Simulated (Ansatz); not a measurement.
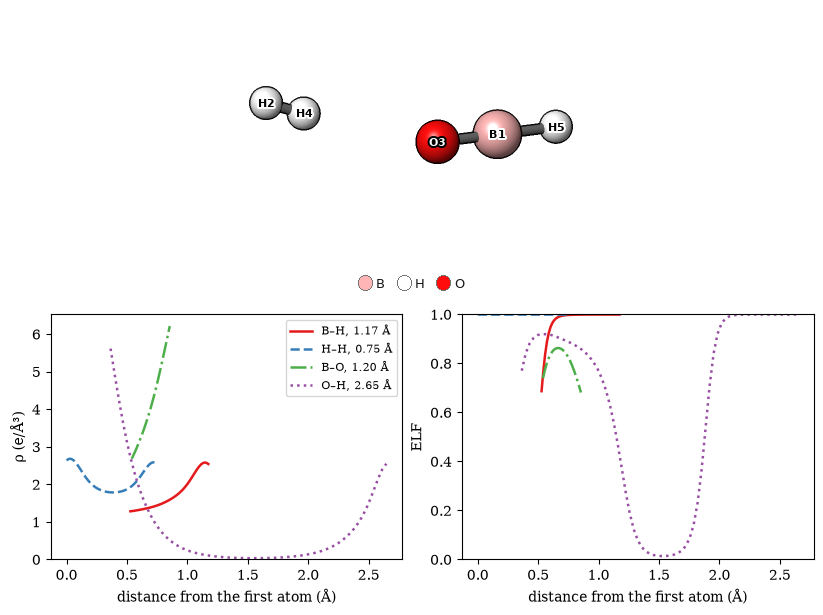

Figure 1: BHO···H2. Electron density and electron localisation function along straight lines between neighbouring atoms. The curves leave out the atomic cores. The structure is drawn too.

The product side of a reaction path; geometry: PBE0-D4/def2-TZVP.

Theory: RKS PBE0-D4/def2-TZVPP (Ansatz 0.2.0).

```csv
atom,x (Å),y (Å),z (Å)
B,0.0060,0.5660,-1.5764
H,0.0110,-0.9220,2.7185
O,-0.1011,-0.0594,-0.5602
H,-0.0270,-0.7631,1.9891
H,0.1111,1.1785,-2.5709
```

### What can be read from the curves?

B–H (1.17 Å): the density is about 1.3 e/Å³ at the midpoint; the ELF climbs to about 1 towards the hydrogen, as it does in any bond to H (a covalent bond by its length).
H–H (0.75 Å): ρ at the midpoint is about 1.8 e/Å³; the ELF peaks at about 1 between the atoms.
B–O (1.20 Å): the density is about 3.1 e/Å³ at the midpoint; the ELF peaks at about 0.85 between the atoms: a short, strongly polar bond.
O3···H4 (2.65 Å): the density falls to about 0.04 e/Å³ on the way; the ELF dips to about 0 between them: a non-bonded, intermolecular contact.
